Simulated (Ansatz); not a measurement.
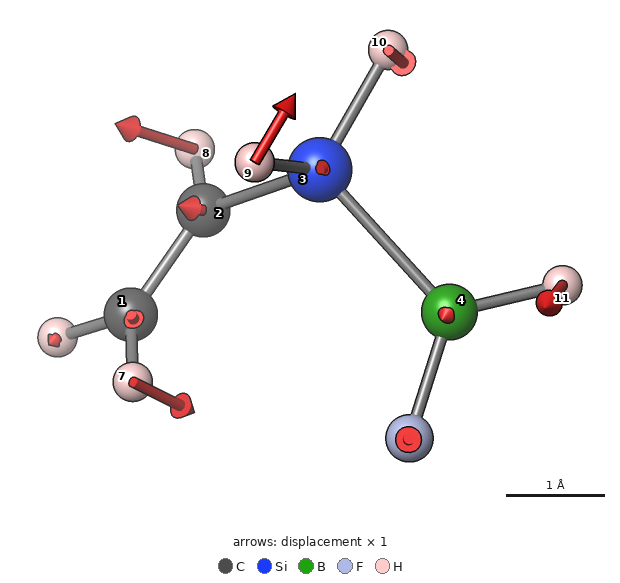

A relaxation of C₂H₆BFSi (coarse preliminary run). The starting structure is drawn; red arrows show the displacements, at their true length. The two geometries are superimposed by the best rigid fit.

A ball-and-stick model, seen at a tilt.

The start comes from a force field.

The calculation used Ansatz, RKS PBE-D4/def2-SVP. Set-up: force threshold 0.03 eV/Å; at most 200 steps.

Which element moves most?

Answer. Hydrogen: up to 1.14 Å, against 0.40 Å for fluorine.

Describe the change and its energy.

Answer. An H atom moves most after the best rigid fit: 1.14 Å. Largest moves by element: H 1.14 Å, F 0.40 Å, C 0.37 Å, B 0.20 Å, Si 0.16 Å. Near-neighbour distances that change, for instance: C–H 1.042 → 1.107 Å, H–Si 1.451 → 1.513 Å, C–H 1.164 → 1.104 Å, C–Si 1.824 → 1.883 Å. Bond angles that change, for instance: H–Si–H 111.2° → 104.7°, F–B–H 122.1° → 115.7°, Si–B–H 116.5° → 122.5°. Groups turn about C–Si by about 60°, B–Si by about 60°. Over 24 accepted moves (28 points after the start) the energy falls by 51.6 kJ/mol. Largest force component: 3.2 eV/Å at the start, 0.01 eV/Å at the end. The line search rejected the trial steps at points 9, 12, 16, 19 of the run. The run took 34 s on 4 threads of Arm Neoverse V1, with other jobs on the host.
